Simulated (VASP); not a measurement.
Energy against volume of BP (zinc blende). Level of theory: AM05 GGA, VASP's PBE PAW potentials (set 64) (plane waves; VASP).

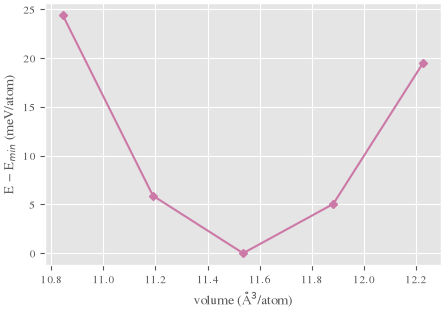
Figure: Energy against volume

### Question
Estimate the equilibrium volume and the bulk modulus.

### Answer
The minimum lies near 11.5 Å³/atom, and the curvature gives B0 of about 170 GPa.

Measured: bulk modulus 176 GPa at 0 K (computed value off by -4.8 %), as given by Tamar Goldzak et al., The Journal of Chemical Physics (2022), arXiv:2208.04865 [0 K, zero-point effect removed]; a 4.525 Å at 0 K (computed value off by -0.1 %), as given by Daniel Mejia-Rodriguez et al., Physical Review B (2018), arXiv:1807.09216 [static lattice: zero-point anharmonic expansion removed].

The compound is BP in the zinc blende structure. It was relaxed first.
